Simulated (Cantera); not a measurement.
Charge: 1 mol C2H2, 0.022 mol H2O, 0.12 mol O2, held at 0.000230 bar.

Equilibrium computed with Cantera from the NASA thermochemical tables; the gas is ideal and each condensed phase is pure. Candidate condensed phases: C, C6H6, C7H8, C8H18, H2O; 131 gas species. Ions and electrons are included (thermal ionisation). The numbers say what is thermodynamically allowed, not how fast it happens.

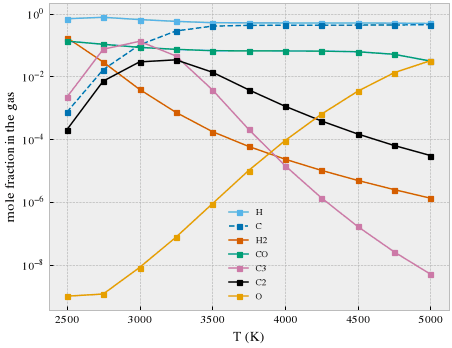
Figure: Equilibrium gas composition (values under 1e-9 drawn at 1e-9)

**Question.** Read off the mole fractions at 3750 K.

**Answer.** H about 0.51, C about 0.42, CO about 0.065, C2 about 0.0038, C3 about 0.00021, H2 about 5.9e-5, O about 1.0e-5.
